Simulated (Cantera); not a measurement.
Charge: 1 mol Si, 0.8 mol CO, 1 mol N2, held at 23.0 mbar.

Method: chemical equilibrium by Gibbs-energy minimisation in Cantera with the NASA 1993 tables (ideal gas, pure condensed phases). Candidate condensed phases: C, Si, SiC, SiO2, Si2N2O, Si3N4; 34 gas species. N2 is the only nitrogen source here; it is nearly inert below about 1500 K, so the nitride shown seldom forms there in practice. Mutual solubility and eutectic melting of coexisting phases are not modelled. The tables' values for SiN are old estimates; treat these amounts as uncertain. The tables hold silica as quartz up to 1696 K and as liquid above; real silica turns to tridymite and cristobalite and melts near 1996 K. Kinetics and transport are ignored.

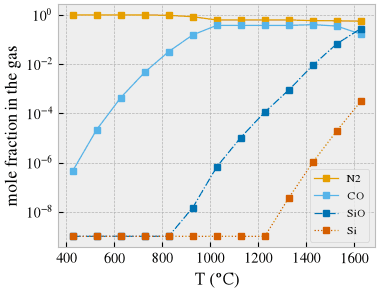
Figure. Equilibrium gas composition (values under 1e-9 drawn at 1e-9)

**Question.** Read off the mole fractions at 927 °C.

**Answer.** N2 about 0.85, CO about 0.15, SiO about 1.5e-8.
